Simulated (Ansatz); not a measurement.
**Frozen-phonon scan for Ba (bcc, W type)**

Starting cell, Ba (bcc, W type):

```
Ba
1.0
   -5.02000     5.02000     5.02000
    2.51000    -2.51000     2.51000
    2.51000     2.51000    -2.51000
Ba
2
Direct
  0.00000   0.00000   0.00000
  0.50000   0.00000   0.00000
```

The atoms are displaced by Q × the pattern below (from a DFPT mode at N = (0.5, 0.0, 0.0), largest move 1; Q in Å), at fixed cell. (q is in reciprocal vectors of the primitive cell; the cell shown is doubled to hold the pattern.)

| atom | x | y | z |
|---|---|---|---|
| Ba1 | 1.000 | 0.000 | 0.000 |
| Ba2 | -1.000 | 0.000 | 0.000 |

Calculation: PBE (plane waves to 420 eV, PAW, scalar-relativistic; Ansatz, a first-principles code). k mesh 13×13×13 (Γ-centred), Fermi-Dirac smearing 0.05 eV. Energies are smeared free energies. With partly filled bands, energies and forces of such displacements shift with the k mesh and the smearing. Ba was relaxed with its symmetry unable to fall. The zero of ΔE is the undisplaced structure.

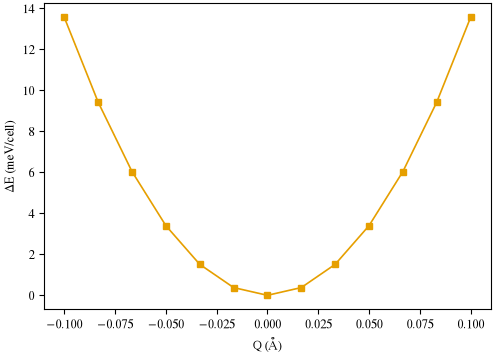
Figure: ΔE (meV/cell) against Q (Å); markers are the computed points, lines only join them.

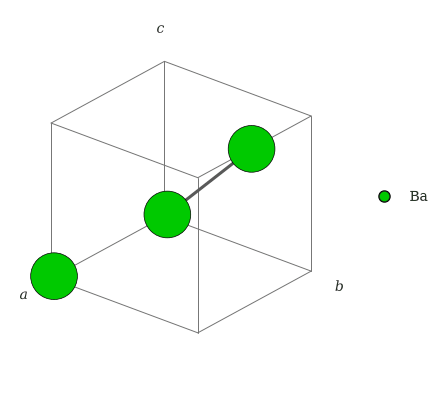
Figure: The cell of the calculation at Q = 0.100 Å.

The energy at Q = 0.100 Å is 13.6 meV/cell. Harmonic wavenumber from the curvature (finite differences): 52 cm⁻¹. Space group of the distorted cell: Cmcm (No. 63), lowered from Im-3m. Symmetry of the curve: even: the same for both signs. Shape of the curve: a single well with its minimum at or next to zero displacement.

E″ = 2.72 eV/Å², M = Σ mᵢ|uᵢ|² = 274.7 u, ν̃ = 521.5·√(|E″|/M).

(A displaced cell: forces are minus the slopes of the energy, force constants its curvatures, and phonons follow from these.)
